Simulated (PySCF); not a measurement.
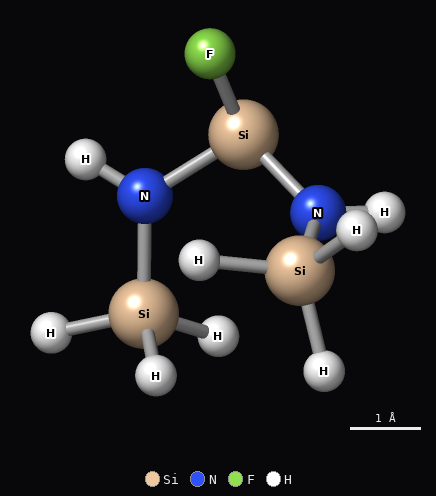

The structure as given in the input (ball-and-stick view, seen at a tilt). Bond lengths as drawn: F–Si 1.63 Å, H–N 1.02 Å, H–Si 1.49 to 1.50 Å and N–Si 1.73 to 1.76 Å.

Run report: Si$_{3}$N$_{2}$H$_{8}$F, EPR calculation

System: Si$_{3}$N$_{2}$H$_{8}$F, multiplicity 2.
Method: UKS B3LYP, IGLO-III on F N Si, pcH-1 on H, non-relativistic, mean-field spin-orbit, GIAO (PySCF 2.14.0).

### The input
```
{"job": {"kind": "epr"}, "charge": 0, "multiplicity": 2}
Si     0.588980     0.837635     1.386197
N     -0.294818    -0.641130     1.506026
Si    -1.707264    -1.032929     0.547368
N      0.457431     1.364905    -0.257229
Si     1.117803     0.551609    -1.666475
F      2.134035     0.484370     1.787674
H     -0.081628    -1.259786     2.283852
H     -2.683292     0.097470     0.511312
H     -1.351124    -1.375220    -0.863352
H     -2.354236    -2.219139     1.183422
H      0.187714     2.336329    -0.387114
H      0.108444     0.504183    -2.768244
H      2.335728     1.242705    -2.191895
H      1.475928    -0.829893    -1.240314
```

The first line tells a small driver script what to run in PySCF; the rest is the geometry in Å.

Hardware: 1 CPU thread, shared host.

Launched with:
```bash
OMP_NUM_THREADS=1 python <driver script> task.json out
```

### Output
```
UKS, coarse grid
  cycle   1  E = -1082.81025905  |g| = 6.21e-01
  cycle   2  E = -1082.57798816  |g| = 1.02e+00
  cycle   3  E = -1082.94360154  |g| = 6.35e-02
  cycle   4  E = -1082.94458353  |g| = 3.23e-02
  cycle   5  E = -1082.94486755  |g| = 1.44e-02
  cycle   6  E = -1082.94495170  |g| = 1.57e-03
  cycle   7  E = -1082.94495217  |g| = 5.98e-04
UKS, final grid
  cycle   1  E = -1082.94486223  |g| = 6.17e-04
  cycle   2  E = -1082.94486218  |g| = 7.63e-04
  cycle   3  E = -1082.94486241  |g| = 1.27e-04
  cycle   4  E = -1082.94486241  |g| = 2.62e-05
E = -1082.94486241 Eh   <S^2> = 0.7515 (exact 0.7500)
g shifts (ppm)      1          2          3
  rmc          -192       -192       -192
  gc             91        106         42
  oz_so       -1266       -478        -82
  total       -1367       -564       -232
hyperfine (MHz)  atom isotope    a_iso     a_fc   dipolar eigenvalues
    0  29Si    -960.83    -961.87   -119.18     59.17     60.01
    1   14N      27.24      27.24     -5.73     -5.28     11.01
    2  29Si       1.47       1.46     -2.33      0.86      1.47
    3   14N      34.84      34.85     -3.30     -2.82      6.12
    4  29Si     -23.00     -23.04     -7.31      3.50      3.81
    5   19F     306.87     306.12   -116.41   -110.11    226.51
    6    1H      -8.06      -8.08     -8.21     -2.90     11.12
    7    1H       0.65       0.65     -1.69     -1.31      3.00
    8    1H       5.86       5.86     -1.17     -0.86      2.04
    9    1H       1.03       1.03     -1.08     -1.03      2.11
   10    1H       1.38       1.38     -7.70     -3.43     11.13
   11    1H       6.24       6.24     -1.05     -0.67      1.72
   12    1H       0.61       0.61     -1.09     -0.71      1.80
   13    1H      -0.91      -0.91     -1.38     -0.83      2.21
```

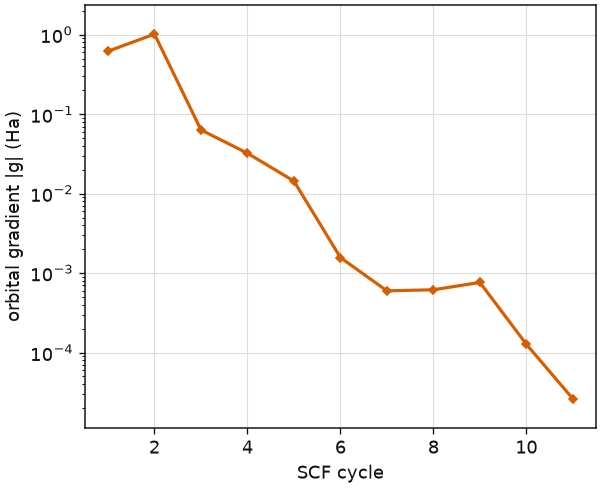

Convergence of the self-consistent field: orbital gradient |g| against the SCF cycle. All cycles printed in the log are drawn one after another.

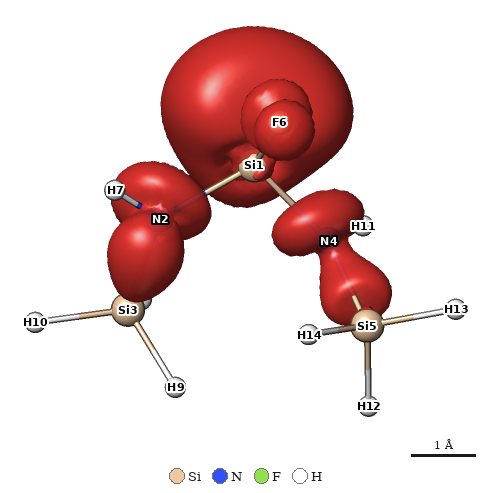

Isosurfaces of the spin density (α minus β) at +0.01 (red) and −0.01 e/Å³ (blue), seen at a tilt. The unpaired spin (1 electron) lies mostly on Si1 (about 0.7) and N2 (about 0.1), in electrons by Hirshfeld's partition.

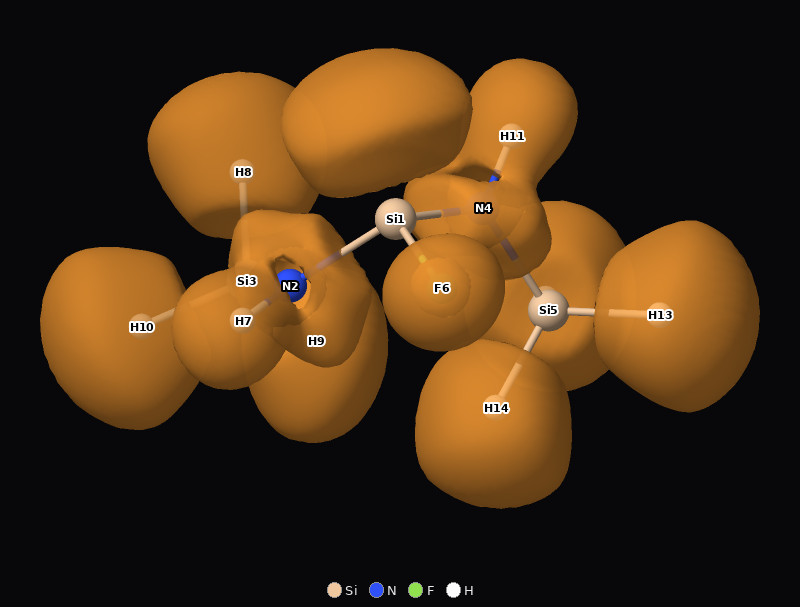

Isosurface of the ELF at 0.75 (orange), seen from the side. Only the valence region is drawn (cores and ρ < 0.01 e/Å³ removed). Profiles from the grid: Si–F (1.63 Å): the ELF peaks at about 0.85 between the atoms.

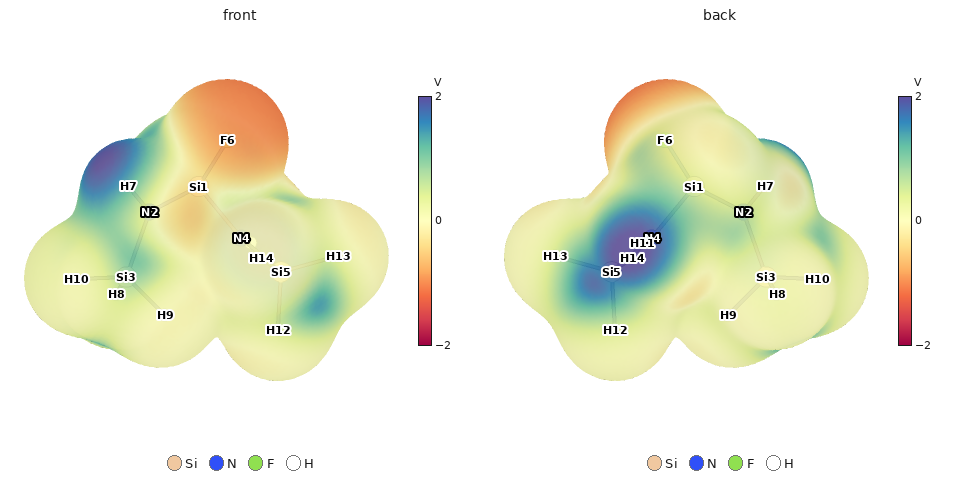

The molecular electrostatic potential painted on the density surface at 0.002 e/bohr³, seen face on and from behind; red is negative and blue positive. A positive charge is drawn to the negative regions and a negative charge to the positive ones.

### Summary

| quantity | value |
| --- | --- |
| outcome | converged |
| total energy | −1082.944862 hartree |
| ⟨S²⟩ | 0.752 |
| isotropic g | 2.0016 |
| wall time | 100 s |
| peak memory | 1.2 GiB |
